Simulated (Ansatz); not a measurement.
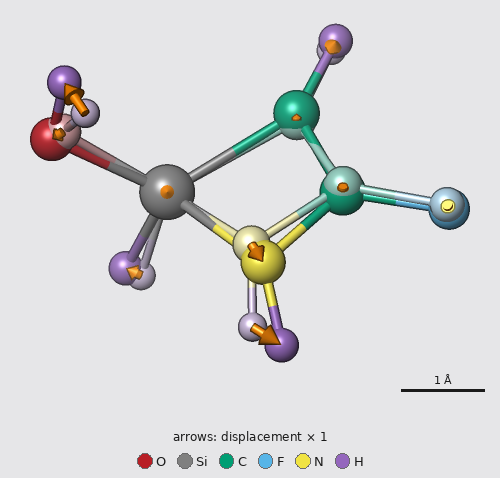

A relaxation of C2H4FNOSi (coarse preliminary run). The starting structure is drawn faded, the final one solid; orange arrows show the displacements, at their true length. The two geometries are superimposed by the best rigid fit.

The picture is a ball-and-stick view, seen at a tilt.

The start comes from a force field.

Theory: RKS PBE-D4/def2-SVP (Ansatz 0.2.0).

The input:
```yaml
crystal:
  periodic: [false, false, false]
  atoms:
    - {symbol: O, position_ang: [0.180800, -1.761400, 1.373200]}
    - {symbol: Si, position_ang: [-0.436100, -0.264500, 0.862000]}
    - {symbol: C, position_ang: [0.715100, 0.957100, 0.246200]}
    - {symbol: C, position_ang: [0.387300, 0.723800, -1.005200]}
    - {symbol: F, position_ang: [0.600800, 1.350200, -2.167700]}
    - {symbol: N, position_ang: [-0.432100, -0.348200, -0.805700]}
    - {symbol: H, position_ang: [0.711400, -2.160600, 0.704900]}
    - {symbol: H, position_ang: [-1.732500, 0.156400, 1.326600]}
    - {symbol: H, position_ang: [1.413600, 1.720500, 0.717300]}
    - {symbol: H, position_ang: [-1.325100, -0.424500, -1.248600]}
basis:
  gaussian: {orbitals: def2-SVP}
hamiltonian: {xc: pbe, dispersion: d4}
relax: {f_tol: 0.03, max_steps: 200}
```

Q: Atoms of which element are displaced furthest, and by how much?

A: Hydrogen: up to 0.52 Å, against 0.28 Å for nitrogen.

Q: What happened in the run?

A: H7 moves most after the best rigid fit: 0.52 Å. By element the largest moves are H 0.52 Å, N 0.28 Å, F 0.17 Å, O 0.17 Å, Si 0.14 Å, C 0.11 Å. Some distances before and after: Si2–N6 1.670 → 1.834 Å, C3–C4 1.314 → 1.371 Å, Si2–C3 1.788 → 1.843 Å, Si2–H8 1.440 → 1.492 Å. Among the angles between lasting bonds that change: O1–Si2–H8 119.2° → 104.0°, C3–C4–N6 98.6° → 112.2°, O1–Si2–N6 104.8° → 117.0°. Groups turn about O1–Si2 by about 30°. Over 11 geometry steps the energy falls by 153.3 kJ/mol. The largest force component goes from 5.6 to 0.027 eV/Å. The run took about 70 core-seconds on a shared host.
